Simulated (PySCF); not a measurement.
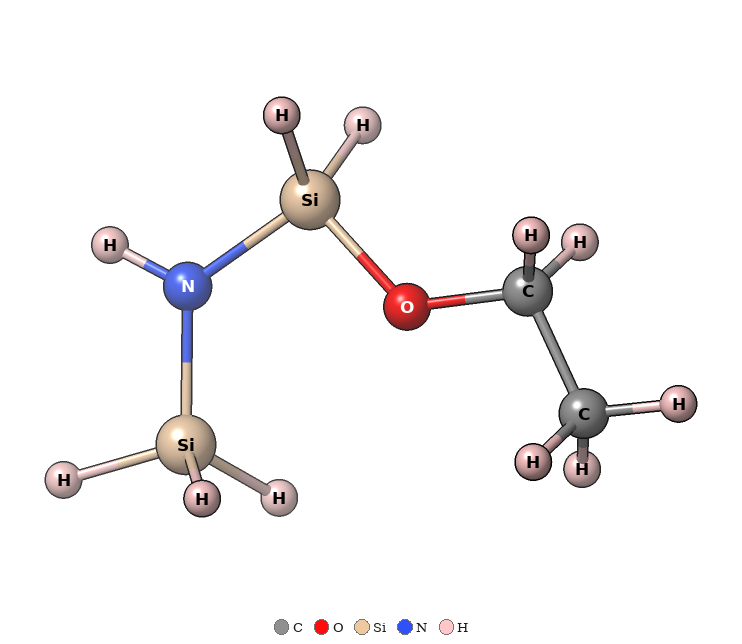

Orthographic view. Atoms fade into the background with distance from the viewer. The computed structure is the end point of a PBE0-D3(BJ)/def2-SVP optimisation. No frequency run is at hand to confirm it as a minimum.

### Give the standard InChI.

InChI=1S/C2H11NOSi2/c1-2-4-6-3-5/h3H,2,6H2,1,5H3
